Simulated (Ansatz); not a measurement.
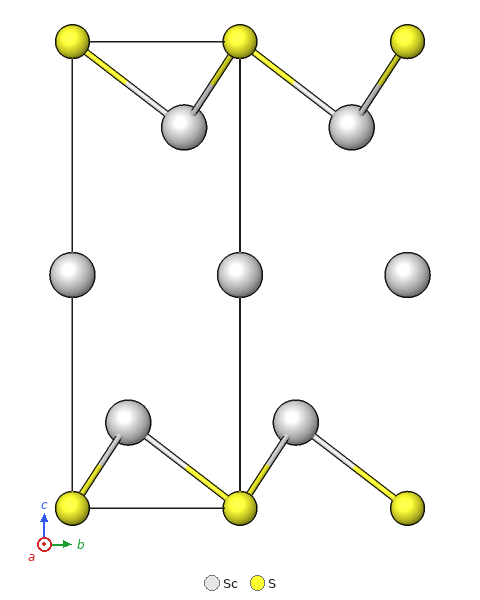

The picture looks along a close-packed row of the hexagonal mesh; c points upwards. Every atom sits on one of the three columns of the mesh; call them A, B, C in the order in which they first turn up. The sequence starts with the first layer at or above the cell's origin.

The compound is Sc₃S (space group P-3m1, No. 164), taken as the geometry relaxed with DFT PBE, scalar-relativistic, plane waves, PAW (Ansatz 0.2.0); the starting structure was generated, so it need not be a known form of this composition.

**Give the sequence of layers in one repeat, with element and column.**

S(A) – Sc(B) – Sc(A) – Sc(C) (four layers in 8.41 Å).
